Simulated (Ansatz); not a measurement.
# Two runs on GaBNH$_{5}$

System: GaBNH$_{5}$.
Method of run 1: RKS SPW92 (LDA)/def2-TZVPP (Ansatz 0.2.0).

The geometry comes from this level: PBE0-D4/def2-TZVP. Text and figures count atoms from 1; the logs count them from 0 in places.

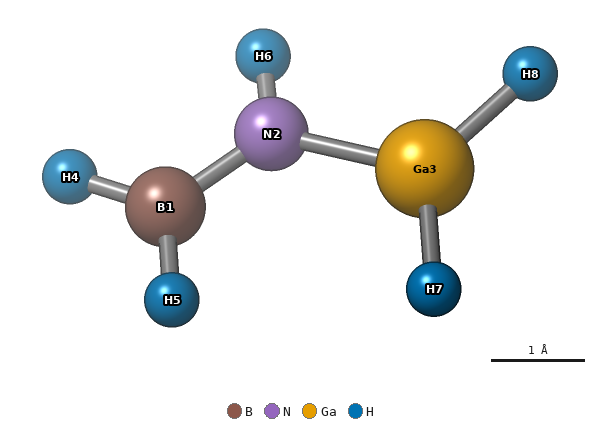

Fig. 1: The input geometry (ball-and-stick view, seen at a tilt; atoms are numbered from 1 in the order of the input). Sticks mark near contacts. Bond lengths as drawn: B–H 1.20 Å, B–N 1.40 Å, Ga–H 1.56 Å, Ga–N 1.85 Å and H–N 1.01 Å.

### Input, run 1
```yaml
crystal:
  periodic: [false, false, false]
  atoms:
    - {symbol: B, position_ang: [-0.727586, 0.942984, -0.767421]}
    - {symbol: N, position_ang: [-0.464140, 0.159657, 0.362012]}
    - {symbol: Ga, position_ang: [0.966816, -1.005474, 0.543301]}
    - {symbol: H, position_ang: [-1.682462, 1.670425, -0.793699]}
    - {symbol: H, position_ang: [0.016813, 0.874285, -1.707052]}
    - {symbol: H, position_ang: [-1.108323, 0.239061, 1.136520]}
    - {symbol: H, position_ang: [1.936623, -1.099283, -0.670539]}
    - {symbol: H, position_ang: [1.062249, -1.781655, 1.896899]}
basis:
  gaussian: {orbitals: def2-TZVPP}
hamiltonian: {xc: lda}
output: {orbitals: {seedname: orbitals}}
```

Hardware: 2 CPU threads, shared host.

### Output (run 1)
```
Functional definition: SPW92
  exchange = slater_x
  correlation = pw_c
987 factors; their error is unknown
mean field evaluation 1: about -54511.7510 eV, gradient 8.3e1 eV
mean field evaluation 2: about -54442.8850 eV, gradient 1.7e2 eV
mean field evaluation 4: about -54523.6012 eV, gradient 1.5e1 eV
mean field evaluation 8: about -54523.9256 eV, gradient 6.0e-2 eV
mean field evaluation 16: about -54523.9108 eV, gradient 2.9e-5 eV
mean field -54523.91083058 eV, -2003.7167653897 hartree, gradient 2.9e-5 eV, S^2 0.000000; 0 other end points of the search recorded, 0 dependent functions left out
reference -54523.91087310 eV, -2003.7167669524 hartree; 24, 24 occupied and 156, 156 virtual orbitals, 987 factors
Total energy: -54523.91087310 eV, -2003.7167669524 hartree
```

The input of run 2 differs as follows (lines with − go, lines with + come):
```diff
-hamiltonian: {xc: lda}
+hamiltonian: {xc: {name: r2SCAN0}, dispersion: d4}
```

What does this change do to the results?

The total energies belong to different models, so their difference says nothing on which is more stable or more accurate. The HOMO goes from −7.08 to −8.58 eV. The LUMO goes from −2.58 to −1.26 eV.

### Output (run 2)
```
Functional definition: r2SCAN0
  parameter a = 0.25
  parameter k0 = 0.174
  parameter k1 = 0.065
  parameter a1 = 4.9479
  exchange = (1 - a)*r2scan_x(k0 = k0, k1 = k1, a1 = a1) + a*exact_x
  correlation = r2scan_c
1032 factors; their error is unknown
mean field evaluation 1: about -54618.2274 eV, gradient 5.9e1 eV
mean field evaluation 2: about -54604.8239 eV, gradient 9.2e1 eV
mean field evaluation 4: about -54624.6533 eV, gradient 2.9e0 eV
mean field evaluation 8: about -54624.6713 eV, gradient 5.5e-2 eV
mean field evaluation 16: about -54624.8588 eV, gradient 7.1e-6 eV
mean field -54624.85881353 eV, -2007.4265353380 hartree, gradient 7.3e-6 eV, S^2 0.000000; 0 other end points of the search recorded, 0 dependent functions left out
reference -54624.85882467 eV, -2007.4265357476 hartree; 24, 24 occupied and 156, 156 virtual orbitals, 1032 factors
Total energy: -54624.89455715 eV, -2007.4278488920 hartree
```

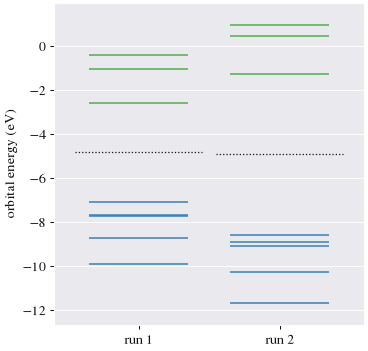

Fig. 2: The five highest filled and three lowest empty orbital energies of the two runs; the dotted lines part filled from empty levels. The HOMO–LUMO gap is 4.50 eV in run 1 and 7.32 eV in run 2.

### The two runs side by side

| quantity | run 1 | run 2 |
| --- | --- | --- |
| outcome | converged | converged |
| total energy (hartree) | −2003.716767 | −2007.427849 |
| HOMO (eV) | −7.08 | −8.58 |
| LUMO (eV) | −2.58 | −1.26 |
| basis functions | 180 | 180 |
| wall time (shared host) | 0.8 s | 2.8 s |
